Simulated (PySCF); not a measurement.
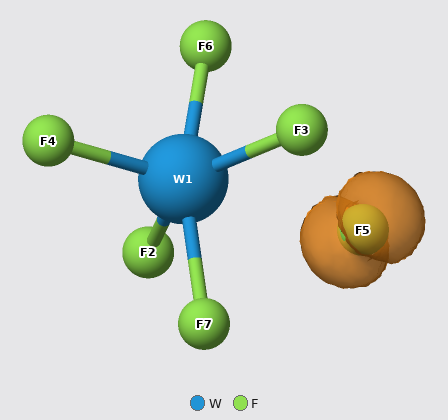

Figure 1: F5W···F (charge +1, doublet). Isosurfaces of the spin density at +0.2 (orange) and −0.2 e/Å³ (purple), seen at a tilt.

Geometry: PBE0-D3(BJ)/def2-SVP; core potentials replace the inner electrons of W.

Theory: PySCF 2.14.0, density-fitted response routines, DFT single point, gas phase, functional PBE0.

```xyz
7

W     0.2997   -0.0459    0.1033
F    -0.8720    0.0117    1.4778
F     0.4677    0.0487   -1.6922
F     1.9192   -0.2993    0.7871
F    -1.8825    0.3177   -0.7820
F     0.2769    1.7630    0.1115
F    -0.1893   -1.7729   -0.1261
```

**Where is the unpaired spin?**

The unpaired spin (1 electron) lies mostly on F5 (about 1.0), in electrons by Hirshfeld's partition. Only one sign reaches the isovalue.
